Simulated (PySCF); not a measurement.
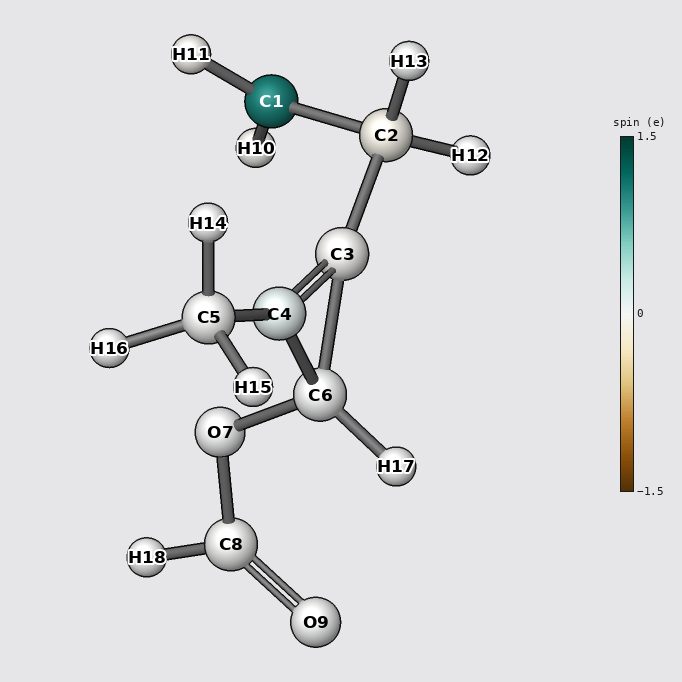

Atoms are coloured by their Mulliken spin populations. State: neutral, doublet. The computed structure is the end point of a GFN2-xTB optimisation. No frequency run is at hand to confirm it as a minimum. Method: UKS B3LYP, pcH-1 on C H O, non-relativistic (PySCF 2.14.0).

> Which atom carries the largest spin population?

C1 (1.04 e).

> Which atom has the lowest spin population?

C2 (−0.07 e); a negative value comes from spin polarisation.

List the Mulliken spin populations.

| atom | value (e) |
| --- | --- |
| C1 | 1.04 |
| C2 | −0.07 |
| C3 | −0.01 |
| C4 | 0.09 |
| C5 | −0.01 |
| C6 | 0.00 |
| O7 | 0.00 |
| C8 | 0.00 |
| O9 | 0.00 |
| H10 | −0.04 |
| H11 | −0.04 |
| H12 | 0.01 |
| H13 | 0.01 |
| H14 | 0.00 |
| H15 | 0.00 |
| H16 | 0.01 |
| H17 | 0.00 |
| H18 | 0.00 |

Mulliken values depend strongly on the basis set.
